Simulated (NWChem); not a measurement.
**quartet [OF2]+: levels of theory compared**

We compute a comparison of 6 runs (UHF/STO-3G, UHF/3-21G, UB3LYP/cc-pVTZ, UPBE0/cc-pVTZ, UM06-2X/cc-pVTZ, UMP2/cc-pVTZ) of quartet [OF2]+. 

The results are computed with NWChem 7.3.0.

9 further runs of the same task are left out: 5 that didn't finish, 4 set aside as unsound or not needed. Runs told in other sessions of the task aren't counted.

## (1) Starting point

[OF2]+ has 3 atoms, charge +1, and is taken as a quartet. SMILES of the parent species: `F[O+]F`. The shape is that of a PBE0-D4/def2-TZVP optimisation. That shape belongs to the parent species and isn't relaxed for this state.

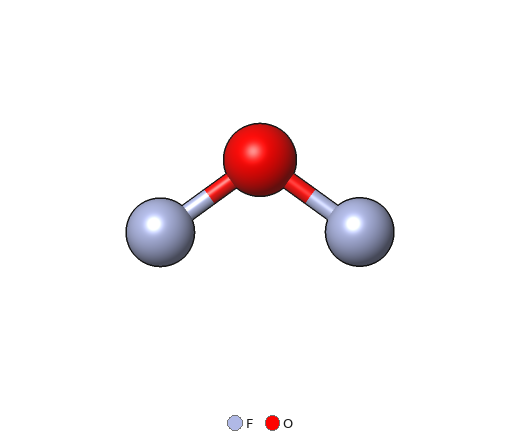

The structure, seen from a chosen angle (fluorine light blue, oxygen red).

## (2) The energy at UHF/STO-3G (run 1)

File run.py:

```python
from ase import Atoms
from ase.calculators.nwchem import NWChem

molecule = Atoms(['F', 'O', 'F'], positions=[
    [0.920200, -0.309010, 0.473410],
    [0.000640, 0.505210, 0.055670],
    [-0.920840, -0.196190, -0.529090],
])

calc = NWChem(
    label='a',
    theory='scf',
    memory='2200 mb',
    basis='STO-3G',
    basispar='spherical bse',
    charge=1,
    scf={'nopen': '3', 'uhf': None, 'thresh': '1e-08', 'maxiter': '80'},
    task='energy',
)
molecule.calc = calc

e = molecule.get_potential_energy()
print(f"E = {e:.6f} eV")
```

Launch:

```sh
$ export ASE_NWCHEM_COMMAND="nwchem PREFIX.nwi > PREFIX.nwo"
$ python run.py
```

Output:

```text
E = -7326.270516 eV
```

The calculator wrote a.nwi:

```
title "a"

permanent_dir a

scratch_dir a

start a

geometry units angstrom nocenter noautosym noautoz
  F  9.2020000000000002e-01 -3.0901000000000001e-01 4.7341000000000000e-01
  O  6.4000000000000005e-04 5.0521000000000005e-01 5.5669999999999997e-02
  F  -9.2083999999999999e-01 -1.9619000000000000e-01 -5.2908999999999995e-01
end

charge 1

memory 2200 mb

basis spherical bse noprint
   * library STO-3G
end

scf
  nopen 3
  uhf
  thresh 1e-08
  maxiter 80
end

task scf energy
```

a.nwo:

```text
Northwest Computational Chemistry Package (NWChem) 7.3.0
             --------------------------------------------------------

           Job information
           ---------------

    nwchem branch   = 7.3.0
    use scalapack   = T
    input           = a.nwi
    prefix          = a.
    data base       = a/a.db
    status          = startup
    nproc           =        1

           Memory information
           ------------------

[... 5 lines left out ...]
    hardfail = no
[... 35 lines left out ...]
            Nuclear Dipole moment (a.u.)
[... 72 lines left out ...]
 2-e energy   =     175.413920
[... 19 lines left out ...]
  ga_iter_lsolve: convergence stagnant ... aborting solve
[... 13 lines left out ...]
      One electron energy =   -523.113066763985
[... 9 lines left out ...]
          Final alpha eigenvalues
[... 151 lines left out ...]
                     UHF Final Beta Molecular Orbital Analysis
[... 158 lines left out ...]
       Multipole analysis of the density wrt the origin
       ------------------------------------------------

     L   x y z        total         alpha         beta         nuclear
     -   - - -        -----         -----         ----         -------
     0   0 0 0      1.000000    -14.000000    -11.000000     26.000000

     1   1 0 0      0.389558     -1.004223      1.394991     -0.001209
[... 8 lines of this table left out ...]
     2   0 0 2     -7.909097    -13.322028    -10.875667     16.288597

 Task  times  cpu:        1.7s     wall:        1.7s
 Total times  cpu:        1.7s     wall:        1.7s
```

Run time: 2.8 s. Hardware: 1 thread of INTEL XEON PLATINUM 8581C at 2.10GHz (Emerald Rapids), shared host; peak memory 0.098 GiB.

## (3) A single-point energy at UHF/3-21G (run 2)

File mol.nw:

```
start mol
memory stack 880 mb heap 220 mb global 1100 mb
charge 1

geometry noautosym nocenter noautoz
   F     0.920200   -0.309010    0.473410
   O     0.000640    0.505210    0.055670
   F    -0.920840   -0.196190   -0.529090
end

basis spherical bse
   F library 3-21G
   O library 3-21G
end

scf
   quartet
   uhf
   thresh 1e-08
   maxiter 80
   noprint "final vectors analysis"
end

task scf
```

Launch:

```sh
$ nwchem mol.nw > mol.out
```

Output:

```text
[...]
  functions       =    27
[...]
  wavefunction    = UHF
[...]
         Total SCF energy =   -271.323823524629
      One electron energy =   -525.017988594462
      Two electron energy =    174.538868560958
 Nuclear repulsion energy =     79.155296508875
                       Sz =      1.5000
                 Sz(Sz+1) =      3.7500
                      S^2 =      3.7681
[...]
```

Run time: 2.4 s. Hardware: 1 thread of INTEL XEON PLATINUM 8581C at 2.10GHz (Emerald Rapids), shared host; peak memory 0.098 GiB.

Runs 3 to 5 aren't shown in full; the table further down has their settings and results.

## (4) The energy at UMP2/cc-pVTZ (run 6)

File job.nw:

```
start job
memory stack 880 mb heap 220 mb global 1100 mb
charge 1

geometry noautosym nocenter noautoz
F     0.920200   -0.309010    0.473410
O     0.000640    0.505210    0.055670
F    -0.920840   -0.196190   -0.529090
end

basis spherical bse
* library cc-pVTZ
end

scf
quartet
uhf
thresh 1e-08
maxiter 80
end

mp2
freeze core 3
tight
end

task mp2 energy
```

Launch:

```sh
$ nwchem job.nw > job.out
```

Output:

```text
[...]
  functions       =    90
[...]
  wavefunction    = UHF
[...]
         Total SCF energy =   -272.911604977250
      One electron energy =   -527.956169945591
      Two electron energy =    175.889268459466
 Nuclear repulsion energy =     79.155296508875
                       Sz =      1.5000
                 Sz(Sz+1) =      3.7500
                      S^2 =      3.7758
[...]
          Total MP2 energy          -273.547781834492
[...]
```

Wall time 1.8 min (1 thread of INTEL XEON PLATINUM 8581C at 2.10GHz (Emerald Rapids), shared host); peak memory 0.23 GiB.

## (5) All runs side by side

```csv
run,level,iteration cap,module,energy (Eh),⟨S²⟩,wall time
1,UHF/STO-3G,80,scf,-269.235478,3.759,2.8 s
2,UHF/3-21G,80,scf,-271.323824,3.768,2.4 s
3,UB3LYP/cc-pVTZ,100,dft,-274.021038,3.766,17 s
4,UPBE0/cc-pVTZ,100,dft,-273.759160,3.770,29 s
5,UM06-2X/cc-pVTZ,100,dft,-273.891324,3.774,26 s
6,UMP2/cc-pVTZ,80,mp2,-273.547782,3.776,1.8 min
```

## (6) Outcome

| quantity | value |
| --- | --- |
| run 6: total energy | -273.54778 Eh |
| run 6: HOMO energy (Hartree–Fock orbitals) (highest over α and β) | -22.48 eV |
| run 6: LUMO energy (Hartree–Fock orbitals) (lowest over α and β) | -9.88 eV |
| run 6: correlation energy (3 core orbitals frozen) | -636.2 mEh |
| run 6: ⟨S²⟩ of the reference determinant | 3.776 |

What this shows: Totals of different functionals can't be ranked against each other. In run 1 the basis is minimal, so the values are rough. All runs together took 3 min, the longest 1.8 min.
